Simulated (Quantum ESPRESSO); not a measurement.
# MnPSe3: which magnetic order is lowest, part 2 of 2

A self-consistent run ends on one state, which hangs on the start. Several orders of MnPSe3 are started in Quantum ESPRESSO and their energies compared.

Quantum ESPRESSO 7.5; PBEsol; plane waves with GBRV 1.5 PBEsol potentials, no spin-orbit coupling.

So far, absolute magnetization (μB): step 2 (run 1, typed as ferro ++) 9.95.

**3. Run 2 (antiferro +−)**

pw.in reads:

```
&CONTROL
  calculation = 'scf'
  prefix = 'pwscf'
  outdir = './tmp'
  pseudo_dir = './pseudo'
  disk_io = 'nowf'
/
&SYSTEM
  ibrav = 0
  nat = 10
  ntyp = 4
  ecutwfc = 40
  ecutrho = 280
  nbnd = 51
  occupations = 'smearing'
  smearing = 'fd'
  degauss = 0.00367493
  nspin = 2
  starting_magnetization(1) = 0.3
  starting_magnetization(2) = -0.3
  starting_magnetization(3) = 0
  starting_magnetization(4) = 0
/
&ELECTRONS
  conv_thr = 2d-08
  electron_maxstep = 150
  mixing_beta = 0.3
/
ATOMIC_SPECIES
Mn1    54.9380 mn_pbesol_v1.5.uspp.F.UPF
Mn2    54.9380 mn_pbesol_v1.5.uspp.F.UPF
P      30.9738 p_pbesol_v1.5.uspp.F.UPF
Se     78.9710 se_pbesol_v1.uspp.F.UPF
CELL_PARAMETERS angstrom
   3.1997804373    1.8473940968    6.9054975756
  -3.1997804373    1.8473940968    6.9054975756
   0.0000000000   -3.6947881936    6.9054975756
ATOMIC_POSITIONS crystal
Mn1     0.8323828600    0.8323828600    0.8323828600
Mn2     0.1676171400    0.1676171400    0.1676171400
P       0.5535793900    0.5535793900    0.5535793900
P       0.4464206100    0.4464206100    0.4464206100
Se      0.4151439300    0.7494138000    0.0889330100
Se      0.0889330100    0.4151439300    0.7494138000
Se      0.7494138000    0.0889330100    0.4151439300
Se      0.5848560700    0.2505862000    0.9110669900
Se      0.9110669900    0.5848560700    0.2505862000
Se      0.2505862000    0.9110669900    0.5848560700
K_POINTS automatic
4 4 4 0 0 0
```

Command:

```sh
> OMP_NUM_THREADS=1 mpirun -n 4 pw.x -nk 4 -in pw.in > pw.out
```

The program printed:

```text
[banner, memory and clock lines left out]
Program PWSCF v.7.5 starts

     Message from routine setup:
     using ibrav=0 with symmetry is DISCOURAGED, use correct ibrav instead

     bravais-lattice index     =            0
     lattice parameter (alat)  =      14.8000  a.u.
     unit-cell volume          =    1652.8086 (a.u.)^3
     number of atoms/cell      =           10
     number of atomic types    =            4
     number of electrons       =        76.00
     number of Kohn-Sham states=           51
     kinetic-energy cutoff     =      40.0000  Ry
     charge density cutoff     =     280.0000  Ry
     scf convergence threshold =      2.0E-08
     mixing beta               =       0.3000
     number of iterations used =            8  plain     mixing
     Exchange-correlation= SLA  PW   PSX  PSC
                           (   1   4  10   8   0   0   0)

     celldm(1)=  14.799989  celldm(2)=   0.000000  celldm(3)=   0.000000
     celldm(4)=   0.000000  celldm(5)=   0.000000  celldm(6)=   0.000000

     crystal axes: (cart. coord. in units of alat)
               a(1) = (   0.408562   0.235883   0.881724 )
               a(2) = (  -0.408562   0.235883   0.881724 )
               a(3) = (   0.000000  -0.471766   0.881724 )

     reciprocal axes: (cart. coord. in units 2 pi/alat)
               b(1) = (  1.223805  0.706564  0.378047 )
               b(2) = ( -1.223805  0.706564  0.378047 )
               b(3) = (  0.000000 -1.413129  0.378047 )

     PseudoPot. # 1 for Mn read from file:
     mn_pbesol_v1.5.uspp.F.UPF
     Pseudo is Ultrasoft + core correction, Zval = 15.0

     PseudoPot. # 2 for Mn read from file:
     mn_pbesol_v1.5.uspp.F.UPF
     Pseudo is Ultrasoft + core correction, Zval = 15.0

     PseudoPot. # 3 for P  read from file:
     p_pbesol_v1.5.uspp.F.UPF
     Pseudo is Ultrasoft + core correction, Zval =  5.0

     PseudoPot. # 4 for Se read from file:
     se_pbesol_v1.uspp.F.UPF
     Pseudo is Ultrasoft + core correction, Zval =  6.0

     atomic species   valence    mass     pseudopotential
     Mn1              15.00    54.93800     Mn( 1.00)
     Mn2              15.00    54.93800     Mn( 1.00)
     P                 5.00    30.97380     P ( 1.00)
     Se                6.00    78.97100     Se( 1.00)

     Starting magnetic structure
     atomic species   magnetization
     Mn1             0.300
     Mn2            -0.300
     P               0.000
     Se              0.000

      3 Sym. Ops. (no inversion) found

   Cartesian axes

     site n.     atom                  positions (alat units)
         1        Mn1    tau(   1) = (  -0.0000000   0.0000000   2.2017948  )
         2        Mn2    tau(   2) = (  -0.0000000  -0.0000000   0.4433759  )
         3        P      tau(   3) = (   0.0000000  -0.0000000   1.4643120  )
         4        P      tau(   4) = (  -0.0000000   0.0000000   1.1808587  )
         5        Se     tau(   5) = (  -0.1365699   0.2327440   1.1052323  )
         6        Se     tau(   6) = (  -0.1332773  -0.2346450   1.1052323  )
         7        Se     tau(   7) = (   0.2698472   0.0019010   1.1052323  )
         8        Se     tau(   8) = (   0.1365699  -0.2327440   1.5399384  )
         9        Se     tau(   9) = (   0.1332773   0.2346450   1.5399384  )
        10        Se     tau(  10) = (  -0.2698472  -0.0019010   1.5399384  )

     number of k points=    14  Fermi-Dirac smearing, width (Ry)=  0.0037
                       cart. coord. in units 2pi/alat
        k(    1) = (   0.0000000   0.0000000   0.0000000), wk =   0.0156250
        k(    2) = (   0.0000000  -0.3532822   0.0945119), wk =   0.0937500
        k(    3) = (  -0.0000000   0.7065644  -0.1890237), wk =   0.0468750
        k(    4) = (  -0.3059513  -0.1766411   0.1890237), wk =   0.0937500
        k(    5) = (  -0.3059513   0.8832054  -0.0945119), wk =   0.0937500
        [... 9 further k-points ...]

     Dense  grid:   130893 G-vectors     FFT dimensions: (  80,  80,  80)

     Smooth grid:    56513 G-vectors     FFT dimensions: (  60,  60,  60)

     Check: negative core charge=   -0.000012
     Generating pointlists ...
     new r_m :   0.1440 (alat units)  2.1318 (a.u.) for type    1
     new r_m :   0.1440 (alat units)  2.1318 (a.u.) for type    2
     new r_m :   0.1156 (alat units)  1.7109 (a.u.) for type    3
     new r_m :   0.1156 (alat units)  1.7109 (a.u.) for type    4

     Initial potential from superposition of free atoms

     starting charge      74.9991, renormalised to      76.0000
     Starting wfcs are   58 randomized atomic wfcs

     Self-consistent Calculation

     iteration #  1     ecut=    40.00 Ry     beta= 0.30
     Davidson diagonalization with overlap
     ethr =  1.00E-02,  avg # of iterations =  3.0

     Threshold (ethr) on eigenvalues was too large:
     Diagonalizing with lowered threshold

     Davidson diagonalization with overlap
     ethr =  4.50E-04,  avg # of iterations =  2.3

     total energy              =    -713.04120429 Ry
     estimated scf accuracy    <       0.36295593 Ry

     total magnetization       =     0.00 Bohr mag/cell
     absolute magnetization    =     9.08 Bohr mag/cell

     iteration #  2     ecut=    40.00 Ry     beta= 0.30
     Davidson diagonalization with overlap
     ethr =  4.78E-04,  avg # of iterations =  3.7

     total energy              =    -713.08308345 Ry
     estimated scf accuracy    <       0.07374252 Ry

     total magnetization       =    -0.00 Bohr mag/cell
     absolute magnetization    =     9.03 Bohr mag/cell

     [... further iterations left out ...]

     iteration # 12     ecut=    40.00 Ry     beta= 0.30
     Davidson diagonalization with overlap
     ethr =  1.06E-10,  avg # of iterations =  5.5

     total energy              =    -713.09613558 Ry
     estimated scf accuracy    <       0.00000004 Ry

     total magnetization       =     0.00 Bohr mag/cell
     absolute magnetization    =     9.18 Bohr mag/cell

     iteration # 13     ecut=    40.00 Ry     beta= 0.30
     Davidson diagonalization with overlap
     ethr =  5.60E-11,  avg # of iterations =  2.2

     Magnetic moment per site  (integrated on atomic sphere of radius R)
     atom   1 (R=0.144)  charge= 13.3828  magn=  4.2338
     atom   2 (R=0.144)  charge= 13.3828  magn= -4.2338
     atom   3 (R=0.116)  charge=  2.4259  magn= -0.0003
     atom   4 (R=0.116)  charge=  2.4259  magn=  0.0003
     atom   5 (R=0.116)  charge=  2.8448  magn= -0.0002
     atom   6 (R=0.116)  charge=  2.8448  magn= -0.0002
     atom   7 (R=0.116)  charge=  2.8448  magn= -0.0002
     atom   8 (R=0.116)  charge=  2.8448  magn=  0.0002
     atom   9 (R=0.116)  charge=  2.8448  magn=  0.0002
     atom  10 (R=0.116)  charge=  2.8448  magn=  0.0002

     End of self-consistent calculation

     [... lines left out ...]
     the Fermi energy is     6.1897 ev

!    total energy              =    -713.09613561 Ry
     estimated scf accuracy    <          9.9E-10 Ry
     smearing contrib. (-TS)   =      -0.00000062 Ry
     internal energy E=F+TS    =    -713.09613498 Ry

     The total energy is F=E-TS. E is the sum of the following terms:
     one-electron contribution =    -419.99391782 Ry
     hartree contribution      =     235.55964298 Ry
     xc contribution           =    -241.02642387 Ry
     ewald contribution        =    -287.63543628 Ry

     total magnetization       =    -0.00 Bohr mag/cell
     absolute magnetization    =     9.18 Bohr mag/cell

     convergence has been achieved in  13 iterations
```

Elapsed: 91 s, on 4 MPI ranks of Intel Xeon Platinum 8375C at 2.90GHz (Ice Lake), shared host; peak memory 1.3 GiB.

Spin moment in the atom's sphere by atom:

```
atom  spin moment in the atom's sphere (μB)
 Mn1                                   4.23
 Mn2                                  -4.23
  P3                                   0.00
  P4                                   0.00
 Se5                                   0.00
 Se6                                   0.00
 Se7                                   0.00
 Se8                                   0.00
 Se9                                   0.00
Se10                                   0.00
```

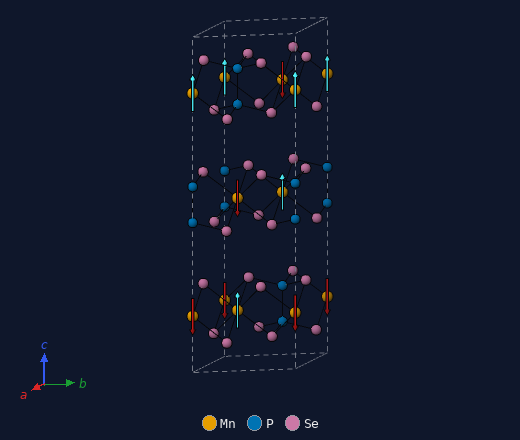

Spin moment in the atom's sphere as arrows, the longest 4.23 μB. Up and down stand for the sign. Arrows give size and sign along the axis of quantisation, drawn up and down the page. The two directions have two colours. Some periodic images of atoms are drawn too.

Read from the output:

```
smearing term TS       : 8.47e-6 eV
magnetization          : 0 μB
absolute magnetization : 9.178 μB
final state            : antiferromagnetic
```

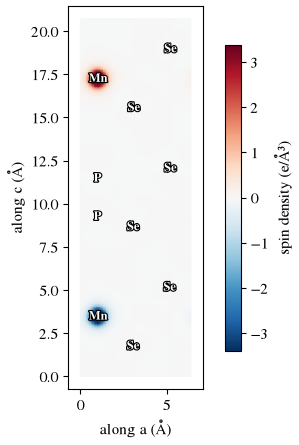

Spin density in the ac plane of the conventional cell at fractional y = 0.000, with atoms of Mn and P and Se within 0.2 Å of it. The map starts off the cell's origin, so that atoms lie inside it.

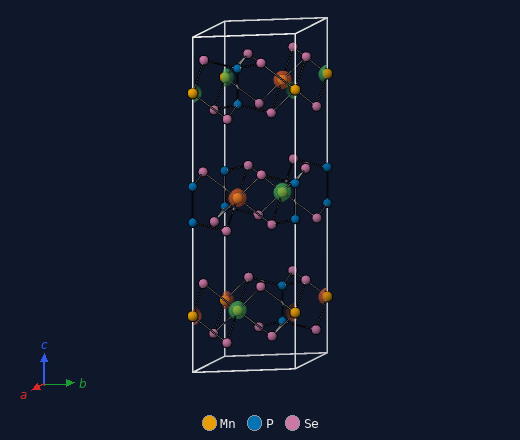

Surfaces of spin density = ±1.6 e/Å³, which hold about 50 % of the integral of its size. The two colours are the two signs.

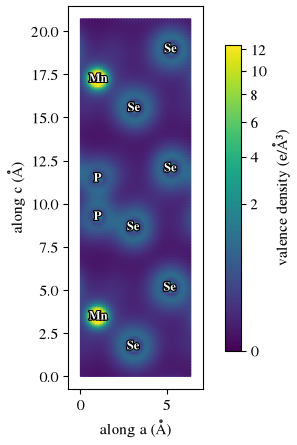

Valence density in the ac plane of the conventional cell at fractional y = 0.000, with atoms of Mn and P and Se within 0.2 Å of it. It is the smooth field of the valence electrons, not physical close to the nuclei. The map starts off the cell's origin, so that atoms lie inside it. The colour scale is stretched toward low values.

**4. The states side by side**

An order is kept where moments of 0.15 μB or more survive with the typed signs; meshes match where a doubled cell samples the same k points as the first cell.

Orders:

```
       start        final state  typed order kept  energy over the lowest (meV a seeded atom)  largest site moment (μB)  net moment (μB a cell of the first run)  mesh matched  CPU time (s)
    ferro ++      ferromagnetic               yes                                       80.69                     4.302                                    9.946           yes         358.1
antiferro +-  antiferromagnetic               yes                                           0                     4.234                                        0           yes         363.9
```

**5. Results**

* lowest state found: antiferromagnetic (from antiferro +-)
* largest site moment: 4.23 μB
* next state with moments: ferromagnetic, 80.7 meV a seeded atom higher

Only these 2 starts were compared; other wavevectors, canted and longer-period orders were not. A computed site moment is spin alone and hangs on the region that is counted: the program's spheres do not touch and miss the tail of the moment. Measured moments hold any orbital part as well, and belong to the order of the sample, which need not be the order of this run.

Calculation against experiment:

```
        quantity  measured  in the sphere
moment (Mn) (μB)     4.666  4.23 (-9.3 %)
```

Measured values from arxiv:2404.02328 (2024).

How well it matches: The moment is off by -9.3 %. No cell relaxation is part of this session.

[Logs and program files are shortened in this print: banners, set-up blocks, solver, clock and traceback lines can be left out without a mark of their own.]

[Logs are printed without paths, hosts, clocks, repeated set-up lines and the standing remarks that a program may print on its own settings, such as how far it seeks lower states.]

[Hosts, paths, dates, database ids (printed as entryN), source tags and the programs' standing remarks are cut or masked in the printed files.]

[Where a cell is said to come from a database of computed structures, the database is the Materials Project.]
